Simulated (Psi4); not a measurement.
Molecular dynamics of InCl

- system: InCl
- method: PBE0/def2-SVP, RKS, dispersion D3(BJ), core potentials def2 (Psi4 1.11)

The geometry comes from this level: PBE0-D4/def2-TZVP.

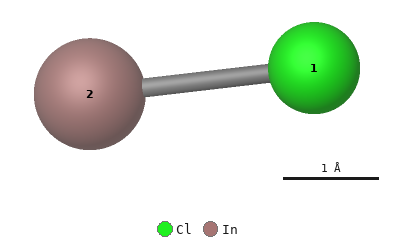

The structure as given in the input (ball-and-stick view, seen at a tilt; atoms are numbered from 1 in the order of the input). Sticks mark near contacts. Bond lengths as drawn: Cl–In 2.41 Å.

### Results in brief

```csv
quantity,value
outcome,finished
trajectory,"16 frames kept"
potential energy (last step),−650.115147 hartree
dispersion energy (last step),−0.001348 hartree
basis functions (last step),44
HOMO (last step),−7.16 eV
LUMO (last step),−1.74 eV
dipole moment (last step),3.38 D
hardware,"1 thread of INTEL XEON PLATINUM @ 2.10GHz (Emerald Rapids), 24 GiB of memory available, shared host"
wall time,26 s
peak memory,0.38 GiB
```

### The input (run_ase.py)
```python
import numpy as np
from ase.calculators.psi4 import Psi4
from ase.io import read
from ase import units
from ase.md.velocitydistribution import MaxwellBoltzmannDistribution, Stationary
from ase.md.verlet import VelocityVerlet

mol = read('clin.xyz')
calc = Psi4(atoms=mol, method='pbe0-d3bj', basis='def2-SVP', memory='1600MB', num_threads=1, charge=0, multiplicity=1, label='clin')
mol.calc = calc

MaxwellBoltzmannDistribution(mol, temperature_K=600.0, rng=np.random.default_rng(22))
Stationary(mol)
dyn = VelocityVerlet(mol, 1.0 * units.fs)
def show():
    ep, ek = mol.get_potential_energy(), mol.get_kinetic_energy()
    print(f'step {dyn.nsteps:3d}  Epot {ep:14.6f}  Ekin {ek:9.6f}  Etot {ep + ek:14.6f} eV  T {mol.get_temperature():7.1f} K')
dyn.attach(show)
dyn.run(15)
```

### File clin.xyz
```
2
ClIn
Cl     0.000000     0.000000    -0.013930
In     0.000000     0.000000     2.399590
```

Launched with:
```bash
python run_ase.py
```

### What the program printed
```
gradient() will perform analytic gradient computation.

   => Loading Basis Set <=

    Name: DEF2-SVP
    Role: ORBITAL
    Keyword: BASIS

    !!!  WARNING: ECP capability is in beta. Please check occupations closely.  !!!

   => PBE0-D3(BJ): Empirical Dispersion <=

        s6 =       1.000000
        s8 =       1.217700
        a1 =       0.414500
        a2 =       4.859300

         ---------------------------------------------------------
                                   SCF
                              RKS Reference
                        1 Threads,   1525 MiB Core
         ---------------------------------------------------------

  ==> Geometry <==

    Molecular point group: c1
    Full point group: C_inf_v

    Geometry (in Angstrom), charge = 0, multiplicity = 1:

       Center              X                  Y                   Z               Mass
    ------------   -----------------  -----------------  -----------------  -----------------
         CL          -0.071727442164    -0.136971878513    -1.879395170939    34.968852682000
         IN           0.021828909389     0.041684836859     0.571958871745   114.903878776000

  Running in c1 symmetry.

  Rotational constants: A = ************  B =      0.10393  C =      0.10393 [cm^-1]
  Rotational constants: A = ************  B =   3115.89046  C =   3115.89046 [MHz]
  Nuclear repulsion =   76.806604369352570

  Charge       = 0
  Multiplicity = 1
  Electrons    = 38
  Nalpha       = 19
  Nbeta        = 19

  ==> Algorithm <==

  SCF Algorithm Type is DF.
  DIIS enabled.
  MOM disabled.
  Fractional occupation disabled.
  Guess Type is SAD.
  Energy threshold   = 1.00e-08
  Density threshold  = 1.00e-08
  Integral threshold = 1.00e-12

  ==> Primary Basis <==

  Basis Set: DEF2-SVP
    Blend: DEF2-SVP
    Number of shells: 18
    Number of basis functions: 44
    Number of Cartesian functions: 47
    Spherical Harmonics?: true
    Max angular momentum: 2

  Core potential: DEF2-SVP
    Number of shells: 4
    Number of ECP primitives: 18
    Number of ECP core electrons: 28
    Max angular momentum: 3

  ==> DFT Potential <==

   => LibXC <=

    Version 7.1.2

   => Composite Functional: PBE0-D3BJ2B <=

    PBE0-d3bj2b Hyb-GGA Exchange-Correlation Functional

    Deriv               =              1
    GGA                 =           TRUE
    Meta                =          FALSE

    Exchange Hybrid     =           TRUE
    MP2 Hybrid          =          FALSE

   => Exchange Functionals <=

    0.7500   Perdew, Burke & Ernzerhof

   => Exact (HF) Exchange <=

    0.2500               HF

   => Correlation Functionals <=

    1.0000   Perdew, Burke & Ernzerhof

   => LibXC Density Thresholds  <==

    XC_HYB_GGA_XC_PBEH:  1.00E-15

   => Molecular Quadrature <=

    Radial Scheme          =       TREUTLER
    Pruning Scheme         =           NONE
    Nuclear Scheme         =       TREUTLER

    Blocking Scheme        =         OCTREE
    BS radius alpha        =              1
    Pruning alpha          =              1
    Radial Points          =             75
    Spherical Points       =            302
    Total Points           =          42413
    Total Blocks           =            393
    Max Points             =            252
    Max Functions          =             44
    Weights Tolerance      =       1.00E-15

   => Loading Basis Set <=

    Name: (DEF2-SVP AUX)
    Role: JKFIT
    Keyword: DF_BASIS_SCF

  ==> Integral Setup <==

  DFHelper Memory: AOs need 0.006 GiB; user supplied 1.073 GiB.
  SCF_SUBTYPE=INCORE selected. In-core MEM_DF algorithm will be used.
  Using in-core AOs.

  ==> MemDFJK: Density-Fitted J/K Matrices <==

    J tasked:                   Yes
    K tasked:                   Yes
    wK tasked:                   No
    Memory [MiB]:              1098
    Algorithm:                 Core
    Schwarz Cutoff:           1E-12
    Mask sparsity (%):       0.6198
    Fitting Condition:        1E-10

   => Auxiliary Basis Set <=

  Basis Set: (DEF2-SVP AUX)
    Blend: DEF2-UNIVERSAL-JKFIT
    Number of shells: 84
    Number of basis functions: 346
    Number of Cartesian functions: 464
    Spherical Harmonics?: true
    Max angular momentum: 5

  Cached 100.0% of DFT collocation blocks in 0.044 [GiB].

  Minimum eigenvalue in the overlap matrix is 3.6346109364E-02.
  Reciprocal condition number of the overlap matrix is 1.1685300601E-02.
    Using symmetric orthogonalization.

  ==> Pre-Iterations <==

  SCF Guess: Superposition of Atomic Densities via on-the-fly atomic UHF (no occupation information).

   -------------------------
    Irrep   Nso     Nmo
   -------------------------
     A         44      44
   -------------------------
    Total      44      44
   -------------------------

  ==> Iterations <==

                           Total Energy        Delta E     RMS |[F,P]|

   @DF-RKS iter SAD:  -649.02851834642865   -6.49029e+02   0.00000e+00
   @DF-RKS iter   1:  -650.05083664970255   -1.02232e+00   7.74346e-03 DIIS/ADIIS
   @DF-RKS iter   2:  -650.03894716795980    1.18895e-02   7.99716e-03 DIIS/ADIIS
   @DF-RKS iter   3:  -650.11108298103943   -7.21358e-02   1.77539e-03 DIIS/ADIIS
   @DF-RKS iter   4:  -650.11512518122368   -4.04220e-03   1.35601e-04 DIIS/ADIIS
   @DF-RKS iter   5:  -650.11514321022707   -1.80290e-05   4.97407e-05 DIIS
   @DF-RKS iter   6:  -650.11514704725903   -3.83703e-06   9.78709e-06 DIIS
   @DF-RKS iter   7:  -650.11514719605952   -1.48800e-07   1.64755e-06 DIIS
   @DF-RKS iter   8:  -650.11514719990953   -3.85000e-09   2.75058e-07 DIIS
   @DF-RKS iter   9:  -650.11514720002413   -1.14596e-10   3.35568e-08 DIIS
   @DF-RKS iter  10:  -650.11514720002583   -1.70530e-12   3.43233e-09 DIIS
  Energy and wave function converged.

  ==> Post-Iterations <==

   Electrons on quadrature grid:
      Ntotal   =   37.9999992463 ; deviation = -7.537e-07

    Orbital Energies [Eh]
    ---------------------

    Doubly Occupied:

       1A   -101.619130     2A     -9.469072     3A     -7.205921
       4A     -7.203072     5A     -7.203072     6A     -4.724165
       7A     -3.120146     8A     -3.120146     9A     -3.113444
      10A     -0.802310    11A     -0.790743    12A     -0.790743
      13A     -0.785114    14A     -0.785114    15A     -0.749756
      16A     -0.386282    17A     -0.290632    18A     -0.290632
      19A     -0.263054

    Virtual:

      20A     -0.063793    21A     -0.063793    22A      0.007294
      23A      0.146399    24A      0.180537    25A      0.180537
      26A      0.195470    27A      0.334286    28A      0.334287
      29A      0.341563    30A      0.341563    31A      0.439899
      32A      0.666187    33A      0.842528    34A      0.842538
      35A      0.862546    36A      0.862546    37A      0.889845
      38A      0.999676    39A      0.999676    40A      1.242938
      41A     15.859939    42A     15.859939    43A     16.320176
      44A     61.143091

    Final Occupation by Irrep:
              A
    DOCC [    19 ]
    NA   [    19 ]
    NB   [    19 ]

  @DF-RKS Final Energy:  -650.11514720002583

   => Energetics <=

    Nuclear Repulsion Energy =             76.8066043693525700
    One-Electron Energy =               -1124.4883897637282644
    Two-Electron Energy =                 431.5760453751120167
    DFT Exchange-Correlation Energy =     -34.0080589530903694
    Empirical Dispersion Energy =          -0.0013482276717321
    VV10 Nonlocal Energy =                  0.0000000000000000
    Total Energy =                       -650.1151472000258309

Computation Completed

Properties will be evaluated at   0.000000,   0.000000,   0.000000 [a0]

Properties computed using the SCF density matrix

 Multipole Moments:

 ------------------------------------------------------------------------------------
     Multipole            Electronic (a.u.)      Nuclear  (a.u.)        Total (a.u.)
 ------------------------------------------------------------------------------------

 L = 1.  Multiply by 2.5417464519 to convert [e a0] to [Debye]
 Dipole X            :          1.4886547           -1.4380049            0.0506498
 Dipole Y            :          2.8427594           -2.7460373            0.0967221
 Dipole Z            :         39.0055861          -37.6784586            1.3271275
 Magnitude           :                                                    1.3316110

 ------------------------------------------------------------------------------------

	total time  =          1 seconds =       0.02 minutes

         ------------------------------------------------------------
                                   SCF GRAD
         ------------------------------------------------------------

  ==> Geometry <==

    Molecular point group: c1
    Full point group: C_inf_v

    Geometry (in Angstrom), charge = 0, multiplicity = 1:

       Center              X                  Y                   Z               Mass
    ------------   -----------------  -----------------  -----------------  -----------------
         CL          -0.071727442164    -0.136971878513    -1.879395170939    34.968852682000
         IN           0.021828909389     0.041684836859     0.571958871745   114.903878776000

  Nuclear repulsion =   76.806604369352570

  ==> Basis Set <==

  Basis Set: DEF2-SVP
    Blend: DEF2-SVP
    Number of shells: 18
    Number of basis functions: 44
    Number of Cartesian functions: 47
    Spherical Harmonics?: true
    Max angular momentum: 2

  Core potential: DEF2-SVP
    Number of shells: 4
    Number of ECP primitives: 18
    Number of ECP core electrons: 28
    Max angular momentum: 3

  ==> DFJKGrad: Density-Fitted SCF Gradients <==

    Gradient:                    1
    J tasked:                  Yes
    K tasked:                  Yes
    wK tasked:                  No
    Integrals threads:           1
    Memory [MiB]:             1144
    Schwarz Cutoff:          1E-12
    Fitting Condition:       1E-10

   => Auxiliary Basis Set <=

  Basis Set: (DEF2-SVP AUX)
    Blend: DEF2-UNIVERSAL-JKFIT
    Number of shells: 84
    Number of basis functions: 346
    Number of Cartesian functions: 464
    Spherical Harmonics?: true
    Max angular momentum: 5

  ==> DFT Potential <==

   => LibXC <=

    Version 7.1.2

   => Composite Functional: PBE0-D3BJ2B <=

    PBE0-d3bj2b Hyb-GGA Exchange-Correlation Functional

    Deriv               =              1
    GGA                 =           TRUE
    Meta                =          FALSE

    Exchange Hybrid     =           TRUE
    MP2 Hybrid          =          FALSE

   => Exchange Functionals <=

    0.7500   Perdew, Burke & Ernzerhof

   => Exact (HF) Exchange <=

    0.2500               HF

   => Correlation Functionals <=

    1.0000   Perdew, Burke & Ernzerhof

   => LibXC Density Thresholds  <==

    XC_HYB_GGA_XC_PBEH:  1.00E-15

   => Molecular Quadrature <=

    Radial Scheme          =       TREUTLER
    Pruning Scheme         =           NONE
    Nuclear Scheme         =       TREUTLER

    Blocking Scheme        =         OCTREE
    BS radius alpha        =              1
    Pruning alpha          =              1
    Radial Points          =             75
    Spherical Points       =            302
    Total Points           =          42413
    Total Blocks           =            393
    Max Points             =            252
    Max Functions          =             44
    Weights Tolerance      =       1.00E-15

  -Total Gradient:
     Atom            X                  Y                   Z
    ------   -----------------  -----------------  -----------------
       1       -0.000216967580    -0.000414328033    -0.005685012133
       2        0.000219726979     0.000419597424     0.005757313606

	total time  =          1 seconds =       0.02 minutes
```

### Standard output
```
step   0  Epot  -17690.537316  Ekin  0.262280  Etot  -17690.275036 eV  T  1014.5 K
step   1  Epot  -17690.537729  Ekin  0.262700  Etot  -17690.275030 eV  T  1016.2 K
step   2  Epot  -17690.538088  Ekin  0.263065  Etot  -17690.275023 eV  T  1017.6 K
step   3  Epot  -17690.538379  Ekin  0.263364  Etot  -17690.275016 eV  T  1018.7 K
step   4  Epot  -17690.538593  Ekin  0.263586  Etot  -17690.275008 eV  T  1019.6 K
step   5  Epot  -17690.538720  Ekin  0.263721  Etot  -17690.274999 eV  T  1020.1 K
step   6  Epot  -17690.538753  Ekin  0.263763  Etot  -17690.274990 eV  T  1020.3 K
step   7  Epot  -17690.538684  Ekin  0.263704  Etot  -17690.274981 eV  T  1020.1 K
step   8  Epot  -17690.538509  Ekin  0.263539  Etot  -17690.274971 eV  T  1019.4 K
step   9  Epot  -17690.538225  Ekin  0.263264  Etot  -17690.274960 eV  T  1018.4 K
step  10  Epot  -17690.537829  Ekin  0.262879  Etot  -17690.274950 eV  T  1016.9 K
step  11  Epot  -17690.537321  Ekin  0.262382  Etot  -17690.274939 eV  T  1014.9 K
step  12  Epot  -17690.536704  Ekin  0.261776  Etot  -17690.274928 eV  T  1012.6 K
step  13  Epot  -17690.535980  Ekin  0.261063  Etot  -17690.274917 eV  T  1009.8 K
step  14  Epot  -17690.535154  Ekin  0.260247  Etot  -17690.274907 eV  T  1006.7 K
step  15  Epot  -17690.534231  Ekin  0.259335  Etot  -17690.274896 eV  T  1003.2 K
```

### Trajectory as extended XYZ (Å, eV, eV/Å), 16 frames, from step=0 to step=15
```
2
Properties=species:S:1:pos:R:3:forces:R:3 step=0 energy=-17690.53746
Cl    0.0000    0.0000   -0.0139    0.0000   0.0000  -0.1820
In    0.0000    0.0000    2.3996    0.0000   0.0000   0.1792
2
Properties=species:S:1:pos:R:3:forces:R:3 step=1 energy=-17690.53787
Cl   -0.0048   -0.0091   -0.0158   -0.0004  -0.0008  -0.1537
In    0.0015    0.0028    2.4002    0.0004   0.0007   0.1509
2
Properties=species:S:1:pos:R:3:forces:R:3 step=2 energy=-17690.53823
Cl   -0.0096   -0.0183   -0.0178   -0.0006  -0.0012  -0.1242
In    0.0029    0.0056    2.4008    0.0006   0.0012   0.1215
2
Properties=species:S:1:pos:R:3:forces:R:3 step=3 energy=-17690.53852
Cl   -0.0143   -0.0274   -0.0198   -0.0007  -0.0014  -0.0938
In    0.0044    0.0083    2.4014    0.0007   0.0013   0.0911
2
Properties=species:S:1:pos:R:3:forces:R:3 step=4 energy=-17690.53874
Cl   -0.0191   -0.0365   -0.0218   -0.0006  -0.0012  -0.0626
In    0.0058    0.0111    2.4020    0.0006   0.0012   0.0598
2
Properties=species:S:1:pos:R:3:forces:R:3 step=5 energy=-17690.53886
Cl   -0.0239   -0.0457   -0.0238   -0.0004  -0.0008  -0.0307
In    0.0073    0.0139    2.4026    0.0004   0.0007   0.0278
2
Properties=species:S:1:pos:R:3:forces:R:3 step=6 energy=-17690.53890
Cl   -0.0287   -0.0548   -0.0258    0.0000   0.0001   0.0017
In    0.0087    0.0167    2.4032   -0.0001  -0.0001  -0.0046
2
Properties=species:S:1:pos:R:3:forces:R:3 step=7 energy=-17690.53883
Cl   -0.0335   -0.0639   -0.0278    0.0006   0.0012   0.0345
In    0.0102    0.0195    2.4038   -0.0007  -0.0013  -0.0374
2
Properties=species:S:1:pos:R:3:forces:R:3 step=8 energy=-17690.53865
Cl   -0.0383   -0.0731   -0.0298    0.0014   0.0026   0.0674
In    0.0116    0.0222    2.4044   -0.0014  -0.0028  -0.0704
2
Properties=species:S:1:pos:R:3:forces:R:3 step=9 energy=-17690.53837
Cl   -0.0431   -0.0822   -0.0318    0.0023   0.0044   0.1004
In    0.0131    0.0250    2.4050   -0.0024  -0.0046  -0.1035
2
Properties=species:S:1:pos:R:3:forces:R:3 step=10 energy=-17690.53797
Cl   -0.0478   -0.0913   -0.0338    0.0034   0.0065   0.1333
In    0.0146    0.0278    2.4056   -0.0035  -0.0067  -0.1365
2
Properties=species:S:1:pos:R:3:forces:R:3 step=11 energy=-17690.53747
Cl   -0.0526   -0.1005   -0.0357    0.0047   0.0089   0.1660
In    0.0160    0.0306    2.4062   -0.0048  -0.0091  -0.1693
2
Properties=species:S:1:pos:R:3:forces:R:3 step=12 energy=-17690.53685
Cl   -0.0574   -0.1096   -0.0376    0.0061   0.0116   0.1984
In    0.0175    0.0334    2.4068   -0.0062  -0.0118  -0.2018
2
Properties=species:S:1:pos:R:3:forces:R:3 step=13 energy=-17690.53612
Cl   -0.0622   -0.1187   -0.0395    0.0076   0.0146   0.2303
In    0.0189    0.0361    2.4074   -0.0077  -0.0148  -0.2338
2
Properties=species:S:1:pos:R:3:forces:R:3 step=14 energy=-17690.53530
Cl   -0.0670   -0.1279   -0.0412    0.0093   0.0178   0.2616
In    0.0204    0.0389    2.4079   -0.0095  -0.0181  -0.2653
2
Properties=species:S:1:pos:R:3:forces:R:3 step=15 energy=-17690.53437
Cl   -0.0717   -0.1370   -0.0429    0.0112   0.0213   0.2923
In    0.0218    0.0417    2.4084   -0.0113  -0.0216  -0.2960
```

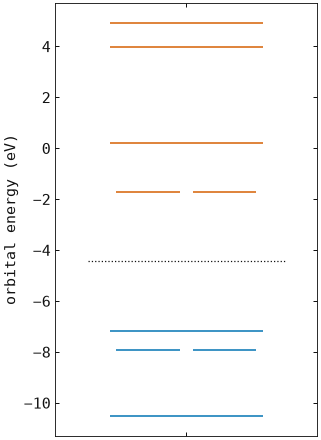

Orbital energies near the frontier; the dotted line parts filled from empty levels, and levels within 0.02 eV of each other stand side by side. Highest filled −7.16 eV, lowest empty −1.74 eV, 5.42 eV apart.
